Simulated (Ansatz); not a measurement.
**CH₅FGe: density, localisation and related maps**

Input

```
crystal:
  periodic: [false, false, false]
  atoms:
    - {symbol: F, position_ang: [-1.175267, 1.373864, -0.746612]}
    - {symbol: C, position_ang: [-0.559500, 0.135560, -0.840887]}
    - {symbol: Ge, position_ang: [0.561883, -0.194622, 0.750993]}
    - {symbol: H, position_ang: [0.047571, 0.121887, -1.750373]}
    - {symbol: H, position_ang: [-1.336427, -0.628728, -0.931062]}
    - {symbol: H, position_ang: [-0.313268, -0.173341, 2.012016]}
    - {symbol: H, position_ang: [1.219151, -1.577516, 0.599631]}
    - {symbol: H, position_ang: [1.647858, 0.885797, 0.850494]}
basis:
  gaussian: {orbitals: def2-TZVPP}
hamiltonian: {xc: pbe0, dispersion: d4}
output: {orbitals: {seedname: orbitals}}
```

Run with:

```sh
ansatz run in.yaml --threads 2 --pin off --events-out ev --progress --plain --max-ram 4352MiB
```

Geometry: PBE0-D4/def2-TZVP.

The calculation used RKS PBE0-D4/def2-TZVPP (Ansatz 0.2.0).

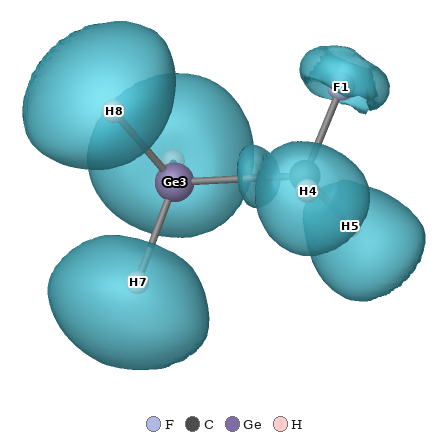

Figure 1. Isosurface of the ELF at 0.85 (cyan), seen at a tilt. Only the valence region is drawn (cores and ρ < 0.01 e/Å³ removed).

What do the ELF domains correspond to?

The ELF exceeds this value in five regions around hydrogen nuclei, one lobe of the valence shell of C pointing towards Ge (polar bonds) and one region wrapped around F (its valence shell).


C–F (1.39 Å): the ELF peaks at about 0.85 between the atoms: a polar covalent bond. C–Ge (1.97 Å): the ELF peaks at about 0.95 in the valence shell of C, 0.7 Å from its nucleus, and is about 0.75 at the midpoint.

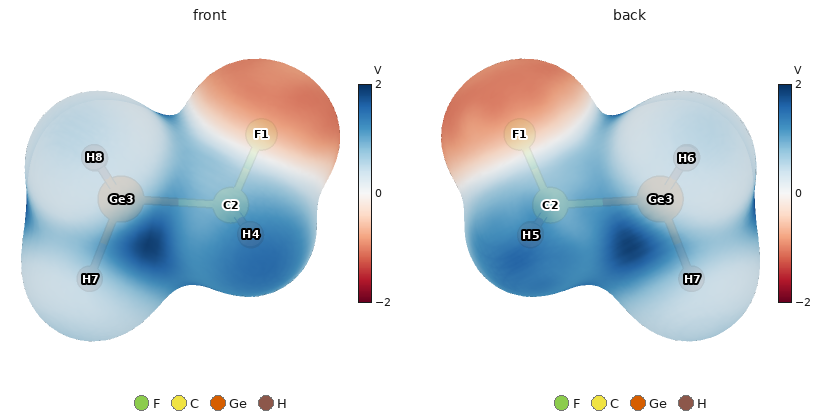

Figure 2. The molecular electrostatic potential painted on the density surface at 0.004 e/bohr³, seen from the front and from behind; the colour scale runs from red (negative) to blue (positive).

Describe the electrostatic potential map.

The most negative region (about −1.0 V, or −23 kcal/mol for a unit charge) lies over F1, the most positive (about +1.8 V, or +42 kcal/mol for a unit charge) over Ge3.

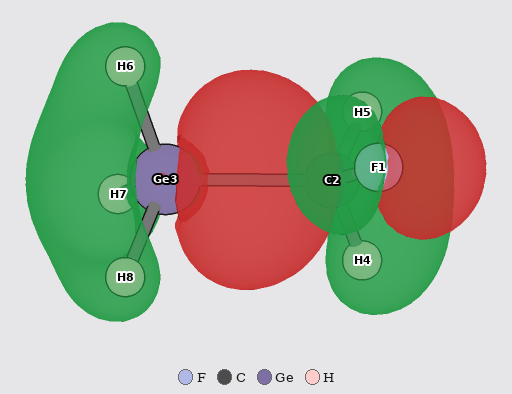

Figure 3. The HOMO at ±0.08 Å⁻³ᐟ² (green and red are the two phases), seen from one side.

Describe this orbital and give its energy.

It lies mainly on C2 (about 30 %), F1 (about 25 %) and Ge3 (about 25 %). Its energy is −8.50 eV.

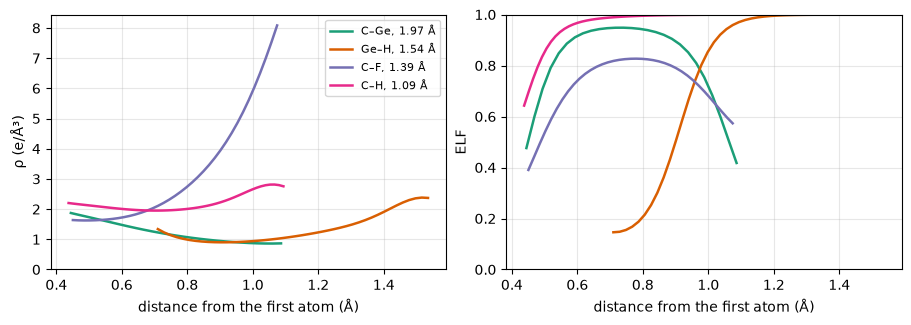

Figure 4. Electron density and electron localisation function along straight lines between neighbouring atoms. The curves leave out the atomic cores.

Compare the contacts.

C–Ge (1.97 Å): ρ at the midpoint is about 0.88 e/Å³; the ELF peaks at about 0.95 in the valence shell of C, 0.7 Å from its nucleus, and is about 0.75 at the midpoint.
Ge–H (1.54 Å): ρ at the midpoint is about 1.1 e/Å³; the ELF climbs to about 1 towards the hydrogen.
C–F (1.39 Å): the density is about 2 e/Å³ at the midpoint, with its minimum of 1.6 e/Å³ about 0.5 Å from C; the ELF peaks at about 0.85 between the atoms: a shared but strongly polarised pair.
C–H (1.09 Å): ρ is about 2.1 e/Å³ halfway; the ELF climbs to about 1 towards the hydrogen (an ordinary covalent bond to hydrogen).
